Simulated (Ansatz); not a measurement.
**Run report: AlSbH3ClO, nudged elastic band**

System: AlSbH3ClO.
Method: RHF/def2-SVP (Ansatz 0.2.0).

It belongs to a series of runs on one base structure; here: band between the two ends. Figures and captions count atoms from 1; the log counts them from 0 in places.

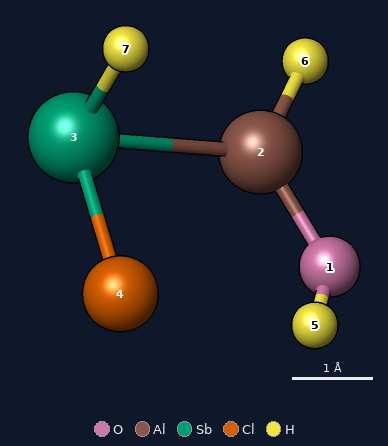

*The input geometry (ball-and-stick view, seen at a tilt; atoms are numbered from 1 in the order of the input). Sticks mark near contacts.*

Bond lengths as drawn: Al–H 1.57 Å, Al–O 1.68 Å, Al–Sb 2.69 Å, Cl–Sb 2.43 Å, H–O 0.94 Å and H–Sb 1.70 Å.

### Key numbers

- outcome: converged
- barrier, forward: 3.942 eV
- barrier, backward: 2.491 eV
- hardware: 1 thread of Intel Xeon @ 2.70GHz, 189 GiB of memory available, shared host
- wall time: 5.6 min
- peak memory: 0.21 GiB

The order of the saddle point was not checked.

### The input
```yaml
crystal:
  periodic: [false, false, false]
  atoms:
    - { symbol: O, position_ang: [-1.196825, 1.33051, -0.579601] }
    - { symbol: Al, position_ang: [-0.033767, 0.941156, 0.572419] }
    - { symbol: Sb, position_ang: [0.633653, -1.654237, 0.839897] }
    - { symbol: Cl, position_ang: [-0.478337, -2.142633, -1.259619] }
    - { symbol: H, position_ang: [-1.598737, 0.763295, -1.21736] }
    - { symbol: H, position_ang: [0.575451, 2.080369, 1.465455] }
    - { symbol: H, position_ang: [2.159662, -1.38646, 0.133109] }
basis:
  gaussian: { orbitals: def2-SVP }
hamiltonian:
  xc: hf
neb:
  order_check: false
  images: 5
  f_tol: 0.05
  max_iterations: 60
  final_atoms:
    - { symbol: O, position_ang: [-0.62242849, 1.26582801, -0.01769859] }
    - { symbol: Al, position_ang: [0.51886661, 0.89836188, 1.62976468] }
    - { symbol: Sb, position_ang: [0.56975541, -1.88551837, 0.7210032] }
    - { symbol: Cl, position_ang: [-0.70440203, -1.43820679, -1.37213206] }
    - { symbol: H, position_ang: [-0.82623595, 0.58755083, -0.67676646] }
    - { symbol: H, position_ang: [-0.94773262, 2.11261617, -0.29516449] }
    - { symbol: H, position_ang: [2.07327707, -1.60863172, -0.03470629] }
  initial_path:
    images:
      - { positions_ang: [[-1.196825, 1.33051, -0.579601], [-0.033767, 0.941156, 0.572419], [0.633653, -1.654237, 0.839897], [-0.478337, -2.142633, -1.259619], [-1.598737, 0.763295, -1.21736], [0.575451, 2.080369, 1.465455], [2.159662, -1.38646, 0.133109]] }
      - { positions_ang: [[-1.08422479, 1.36134278, -0.5771953], [-0.01866776, 0.87034759, 0.65570045], [0.59171612, -1.7212367, 0.83356216], [-0.32309745, -2.11245455, -1.33007321], [-1.68370319, 0.97369779, -0.92323318], [0.38747845, 2.00656822, 1.05799527], [2.19159863, -1.44626513, 0.2375438]] }
      - { positions_ang: [[-0.97162458, 1.39217556, -0.57478959], [-0.00356852, 0.79953919, 0.7389819], [0.54977925, -1.78823641, 0.82722733], [-0.1678579, -2.0822761, -1.40052742], [-1.76866938, 1.18410058, -0.62910636], [0.19950589, 1.93276743, 0.65053553], [2.22353525, -1.50607025, 0.34197861]] }
      - { positions_ang: [[-0.85902437, 1.42300834, -0.57238389], [0.01153071, 0.72873078, 0.82226336], [0.50784237, -1.85523611, 0.82089249], [-0.01261835, -2.05209765, -1.47098164], [-1.85363558, 1.39450337, -0.33497953], [0.01153334, 1.85896665, 0.2430758], [2.25547188, -1.56587538, 0.44641341]] }
      - { positions_ang: [[-0.78015908, 1.3706149, -0.38748879], [0.18064268, 0.78527448, 1.09143046], [0.52848005, -1.8653302, 0.78759606], [-0.24321291, -1.84746737, -1.43803178], [-1.51116903, 1.12551919, -0.44890851], [-0.30822198, 1.94351649, 0.06366237], [2.19474028, -1.58012749, 0.28604018]] }
      - { positions_ang: [[-0.70129378, 1.31822146, -0.20259369], [0.34975464, 0.84181818, 1.36059757], [0.54911773, -1.87542429, 0.75429963], [-0.47380747, -1.64283708, -1.40508192], [-1.16870249, 0.85653501, -0.56283748], [-0.6279773, 2.02806633, -0.11575106], [2.13400867, -1.59437961, 0.12566694]] }
      - { positions_ang: [[-0.62242849, 1.26582801, -0.01769859], [0.51886661, 0.89836188, 1.62976468], [0.56975541, -1.88551837, 0.7210032], [-0.70440203, -1.43820679, -1.37213206], [-0.82623595, 0.58755083, -0.67676646], [-0.94773262, 2.11261617, -0.29516449], [2.07327707, -1.60863172, -0.03470629]] }
```

Command:
```bash
ansatz run input.yaml --threads 1 --pin off --max-ram 2048MiB --backend cpu --events-out ev --progress --plain --runs-dir out
```

### Output
```
Engine: ansatz 0.2.0, x86_64-unknown-linux-gnu
Functional definition: HF
  exchange = exact_x
  correlation = 0
1011 factors; integrals over basis functions are off by at most 3.1e-4 eV
mean field evaluation 1: about -27673.1013 eV, gradient 3.8e1 eV
mean field evaluation 2: about -27673.1074 eV, gradient 3.8e1 eV
mean field evaluation 4: about -27676.4213 eV, gradient 2.4e0 eV
mean field evaluation 8: about -27676.4542 eV, gradient 2.2e-4 eV
mean field -27676.45424355 eV, -1017.0909336760 hartree, gradient 1.0e-5 eV, S^2 0.000000; 0 other end points of the search recorded, 0 dependent functions left out
the calculation of the forces begins
reference -27676.45424355 eV, -1017.0909336760 hartree; 32, 32 occupied and 59, 59 virtual orbitals, 1011 factors
1012 factors; integrals over basis functions are off by at most 9.6e-4 eV
mean field evaluation 16: about -27675.0007 eV, gradient 5.8e-1 eV
mean field -27675.00374173 eV, -1017.0376287172 hartree, gradient 1.2e-5 eV, S^2 0.000000; 0 other end points of the search recorded, 0 dependent functions left out
[... from here on the field's lines of each further geometry are left out, up to the last ...]
NEB iter   1: max|band force component| = 3.094e1 eV/Å  barrier→ = 6.9980 eV  barrier← = 5.5475 eV  Δτ_max = 0.1978 Å  (225 SCF iters)
NEB iter   2: max|band force component| = 5.448e0 eV/Å  barrier→ = 4.7299 eV  barrier← = 3.2794 eV  Δτ_max = 0.2000 Å  (170 SCF iters)
NEB iter   3: max|band force component| = 2.769e0 eV/Å  barrier→ = 4.0987 eV  barrier← = 2.6482 eV  Δτ_max = 0.1973 Å  (159 SCF iters)
NEB iter   4: max|band force component| = 2.376e0 eV/Å  barrier→ = 3.6840 eV  barrier← = 2.2335 eV  Δτ_max = 0.1989 Å  (161 SCF iters)
NEB iter   5: max|band force component| = 1.898e0 eV/Å  barrier→ = 3.4548 eV  barrier← = 2.0043 eV  Δτ_max = 0.2000 Å  (159 SCF iters)
NEB iter   6: max|band force component| = 1.298e0 eV/Å  barrier→ = 2.8105 eV  barrier← = 1.3600 eV  Δτ_max = 0.2000 Å  (153 SCF iters)
NEB iter   7: max|band force component| = 9.198e-1 eV/Å  barrier→ = 3.2593 eV  barrier← = 1.8088 eV  Δτ_max = 0.2000 Å  (141 SCF iters)
NEB iter   8: max|band force component| = 5.024e-1 eV/Å  barrier→ = 3.3650 eV  barrier← = 1.9145 eV  Δτ_max = 0.2000 Å  (145 SCF iters)
NEB iter   9: max|band force component| = 6.292e-1 eV/Å  barrier→ = 3.2602 eV  barrier← = 1.8097 eV  Δτ_max = 0.1002 Å  (154 SCF iters)
NEB iter  10: max|band force component| = 2.332e0 eV/Å  barrier→ = 3.4582 eV  barrier← = 2.0077 eV  CI = image 3  Δτ_max = 0.1003 Å  (141 SCF iters)
NEB iter  11: max|band force component| = 1.904e0 eV/Å  barrier→ = 3.7229 eV  barrier← = 2.2724 eV  CI = image 3  Δτ_max = 0.2000 Å  (141 SCF iters)
NEB iter  12: max|band force component| = 1.257e0 eV/Å  barrier→ = 3.8823 eV  barrier← = 2.4318 eV  CI = image 3  Δτ_max = 0.1044 Å  (147 SCF iters)
NEB iter  13: max|band force component| = 3.233e-1 eV/Å  barrier→ = 3.9544 eV  barrier← = 2.5039 eV  CI = image 3  Δτ_max = 0.1019 Å  (144 SCF iters)
NEB iter  14: max|band force component| = 1.989e-1 eV/Å  barrier→ = 3.9485 eV  barrier← = 2.4980 eV  CI = image 3  Δτ_max = 0.0708 Å  (145 SCF iters)
NEB iter  15: max|band force component| = 1.632e-1 eV/Å  barrier→ = 3.9423 eV  barrier← = 2.4918 eV  CI = image 3  Δτ_max = 0.1226 Å  (144 SCF iters)
NEB iter  16: max|band force component| = 3.616e-1 eV/Å  barrier→ = 3.9420 eV  barrier← = 2.4915 eV  CI = image 3  Δτ_max = 0.0652 Å  (148 SCF iters)
NEB iter  17: max|band force component| = 7.547e-2 eV/Å  barrier→ = 3.9419 eV  barrier← = 2.4914 eV  CI = image 3  Δτ_max = 0.1296 Å  (143 SCF iters)
NEB iter  18: max|band force component| = 4.959e-1 eV/Å  barrier→ = 3.9419 eV  barrier← = 2.4914 eV  CI = image 3  Δτ_max = 0.0640 Å  (126 SCF iters)
NEB iter  19: max|band force component| = 5.340e-2 eV/Å  barrier→ = 3.9419 eV  barrier← = 2.4913 eV  CI = image 3  Δτ_max = 0.0249 Å  (131 SCF iters)
NEB iter  20: max|band force component| = 2.055e-2 eV/Å  barrier→ = 3.9418 eV  barrier← = 2.4913 eV  CI = image 3  Δτ_max = 0.0058 Å  (152 SCF iters)
the calculation of the forces begins
reference -27674.84088933 eV, -1017.0316440022 hartree; 32, 32 occupied and 59, 59 virtual orbitals, 1012 factors
1012 factors; integrals over basis functions are off by at most 9.9e-4 eV
mean field evaluation 832: about -27672.5030 eV, gradient 9.6e-1 eV
mean field -27672.51252269 eV, -1016.9460781063 hartree, gradient 1.6e-5 eV, S^2 0.000000; 1 other end points of the search recorded, 0 dependent functions left out
the calculation of the forces begins
reference -27672.51252269 eV, -1016.9460781063 hartree; 32, 32 occupied and 59, 59 virtual orbitals, 1012 factors
NEB iter  21: max|band force component| = 3.563e-2 eV/Å  barrier→ = 3.9417 eV  barrier← = 2.4912 eV  CI = image 3  Δτ_max = 0.0000 Å  (196 SCF iters)
```

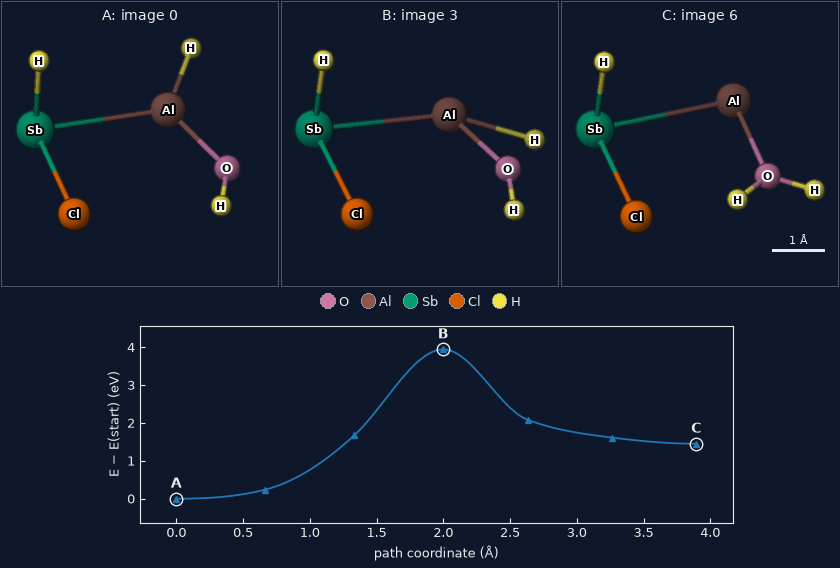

*Images of the last band (counted from 0; ball-and-stick, seen at a tilt) above the energy along the path; the line is a cubic interpolation that uses the forces.*

The highest image is number 3, 3.942 eV above the start and 2.491 eV above the end (the climbing image); the end lies 1.451 eV above the start. The path is 3.89 Å long. The band converged in 21 iterations.

```
Total energy: -27672.51252269 eV, -1016.9460781063 hartree
Atom 0 at    -0.693892     1.348834    -0.416503 Å, force     0.008607     0.012767     0.002364 eV/Å
Atom 1 at     0.270808     0.788092     0.986205 Å, force    -0.002668    -0.000968     0.000059 eV/Å
Atom 2 at     0.719402    -1.926952     0.919724 Å, force     0.001422     0.000776    -0.001722 eV/Å
Atom 3 at    -0.578411    -1.968503    -1.131650 Å, force    -0.002534    -0.000506     0.000513 eV/Å
Atom 4 at    -1.331551     1.129117    -1.091900 Å, force    -0.004606    -0.008541    -0.003141 eV/Å
Atom 5 at    -0.536817     2.247499     0.556009 Å, force    -0.000429    -0.003617     0.000912 eV/Å
Atom 6 at     2.211561    -1.686087     0.132416 Å, force     0.000208     0.000089     0.001015 eV/Å
Dipole moment:     0.051100     0.195611     0.310765 e Å
this run last wrote the band of iteration 21 to [file]; this run last wrote the band within `neb.f_tol` of iteration 20 to [file]
```

### The last band as extended XYZ (Å, eV, eV/Å)
```
7
Properties=species:S:1:pos:R:3:forces:R:3 image=0 energy=-27676.45424
O    -1.1968    1.3305   -0.5796    0.0014  -0.0115  -0.0051
Al   -0.0338    0.9412    0.5724    0.0055   0.0065   0.0042
Sb    0.6337   -1.6542    0.8399   -0.0026   0.0019  -0.0021
Cl   -0.4783   -2.1426   -1.2596   -0.0008  -0.0002   0.0024
H    -1.5987    0.7633   -1.2174    0.0017   0.0105   0.0072
H     0.5755    2.0804    1.4655   -0.0078  -0.0077  -0.0063
H     2.1597   -1.3865    0.1331    0.0026   0.0005  -0.0002
7
Properties=species:S:1:pos:R:3:forces:R:3 image=1 energy=-27676.21441
O    -0.9624    1.2889   -0.6309   -0.2617   0.0867  -0.1947
Al    0.0557    0.9228    0.6374   -0.2096   0.1179  -0.2299
Sb    0.7480   -1.7106    0.8867   -0.0505   0.2280   0.0322
Cl   -0.6697   -2.0710   -1.0450    0.0060  -0.1321   0.0108
H    -1.4867    0.8451   -1.2648   -0.0251  -0.3018  -0.2785
H     0.1943    2.2745    1.3980    0.5769  -0.1302   0.6168
H     2.1819   -1.6178   -0.0271   -0.0359   0.1315   0.0433
7
Properties=species:S:1:pos:R:3:forces:R:3 image=2 energy=-27674.77991
O    -0.7881    1.2357   -0.5361   -0.3804  -0.5990  -0.8145
Al    0.1879    0.8614    0.7668   -0.8911   0.3331  -0.9363
Sb    0.7605   -1.8385    0.9043   -0.0179   0.4359   0.0824
Cl   -0.6720   -2.0085   -1.0355    0.0792  -0.1626   0.1007
H    -1.4567    1.0153   -1.1381   -0.2724  -0.6036  -0.7158
H    -0.1646    2.3690    0.9972    1.4970   0.5227   2.2420
H     2.1941   -1.7024   -0.0043   -0.0143   0.0736   0.0414
7
Properties=species:S:1:pos:R:3:forces:R:3 image=3 energy=-27672.51252
O    -0.6939    1.3488   -0.4165    0.0086   0.0128   0.0024
Al    0.2708    0.7881    0.9862   -0.0027  -0.0010   0.0001
Sb    0.7194   -1.9270    0.9197    0.0014   0.0008  -0.0017
Cl   -0.5784   -1.9685   -1.1317   -0.0025  -0.0005   0.0005
H    -1.3316    1.1291   -1.0919   -0.0046  -0.0085  -0.0031
H    -0.5368    2.2475    0.5560   -0.0004  -0.0036   0.0009
H     2.2116   -1.6861    0.1324    0.0002   0.0001   0.0010
7
Properties=species:S:1:pos:R:3:forces:R:3 image=4 energy=-27674.37035
O    -0.6735    1.3880   -0.2696    0.0797   0.1215   0.3622
Al    0.4264    0.7394    1.2896    0.5084  -0.0697   0.6940
Sb    0.6989   -2.0029    0.8540   -0.0383  -0.1591  -0.1071
Cl   -0.5292   -1.9186   -1.2566   -0.0671   0.0776  -0.1351
H    -1.2619    1.1714   -0.9947    0.1261   0.0821   0.2849
H    -0.8245    2.2268    0.1714   -0.5875  -0.0165  -1.0534
H     2.2249   -1.6721    0.1602   -0.0212  -0.0358  -0.0456
7
Properties=species:S:1:pos:R:3:forces:R:3 image=5 energy=-27674.84089
O    -0.6671    1.3460   -0.1261   -0.0027  -0.0377   0.1080
Al    0.5192    0.8091    1.4973    0.0815   0.0633   0.1446
Sb    0.6110   -1.9666    0.7879   -0.0439   0.0353  -0.0406
Cl   -0.5739   -1.6837   -1.3511   -0.0423   0.1636  -0.0513
H    -1.0416    0.8824   -0.8752    0.1465  -0.2272   0.0942
H    -0.9504    2.2508   -0.1043   -0.1030   0.0157  -0.2135
H     2.1639   -1.7060    0.1258   -0.0362  -0.0130  -0.0414
7
Properties=species:S:1:pos:R:3:forces:R:3 image=6 energy=-27675.00374
O    -0.6224    1.2658   -0.0177   -0.0051   0.0036  -0.0066
Al    0.5189    0.8984    1.6298    0.0014  -0.0029   0.0005
Sb    0.5698   -1.8855    0.7210   -0.0013   0.0002   0.0011
Cl   -0.7044   -1.4382   -1.3721    0.0018  -0.0017   0.0002
H    -0.8262    0.5876   -0.6768    0.0018   0.0031   0.0054
H    -0.9477    2.1126   -0.2952    0.0014  -0.0028   0.0007
H     2.0733   -1.6086   -0.0347    0.0000   0.0005  -0.0012
```
